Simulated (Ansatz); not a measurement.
La3Hf2O3

```
La Hf O
1.0
     6.61833    0.00000    0.00000
    -3.30916    5.73164    0.00000
     0.00000    0.00000   11.65088
La Hf O
9 6 9
Cartesian
  3.3092 0.0000 0.0000
  0.0000 1.9105 3.8836
  3.3091 3.8211 7.7673
  -1.6546 2.8658 0.0000
  1.6546 4.7763 3.8836
  1.6545 0.9553 7.7673
  1.6546 2.8658 0.0000
  -1.6545 4.7763 3.8836
  4.9637 0.9553 7.7673
  0.0000 0.0000 1.3318
  3.3092 1.9105 5.2155
  0.0000 3.8211 9.0991
  3.3092 1.9105 2.5518
  0.0000 3.8211 6.4354
  0.0000 0.0000 10.3191
  3.3091 3.8211 1.9419
  3.3092 0.0000 5.8254
  0.0000 1.9105 9.7090
  1.6545 0.9553 1.9419
  -1.6546 2.8658 5.8254
  1.6546 4.7763 9.7090
  4.9637 0.9553 1.9419
  1.6546 2.8658 5.8254
  -1.6545 4.7763 9.7090
```

Space group R-3m; a generated structure, not necessarily the stable one; changed on purpose from its base cell (volume × 0.88, shape and atoms relaxed); computed pressure about 15 GPa in this cell; computed without spin polarisation.

Theory: DFT PBE, scalar-relativistic, plane waves, PAW in Ansatz 0.2.0.

Q: What can the converged valence pseudo-density and electron localisation function tell about the bonding?

A: Hf–Hf (2.66 Å): ρ at the midpoint is about 0.43 e/Å³; the ELF is about 0.30 at the midpoint (no localised pair shows between them).

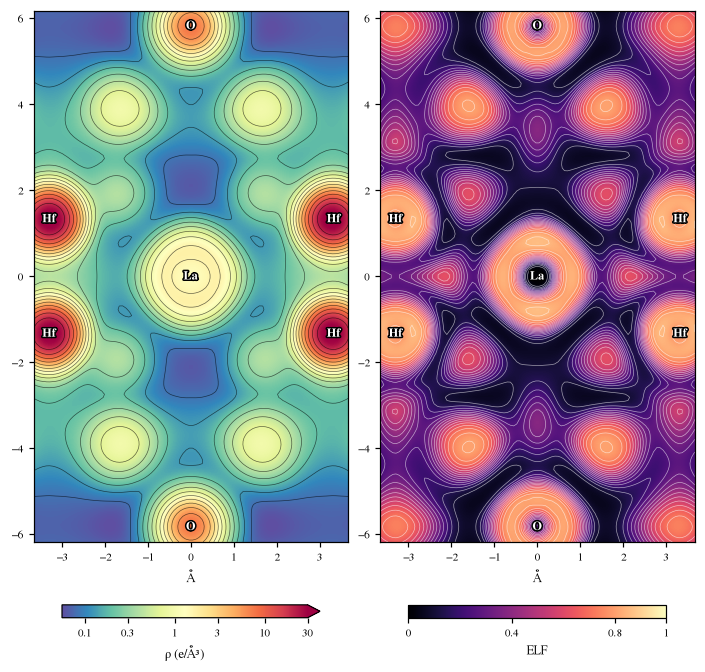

Computed valence pseudo-density and electron localisation function on the (100) plane of the conventional cell, in this order. 

The density is the valence pseudo-density of a PAW calculation; it isn't the true density close to the nuclei.
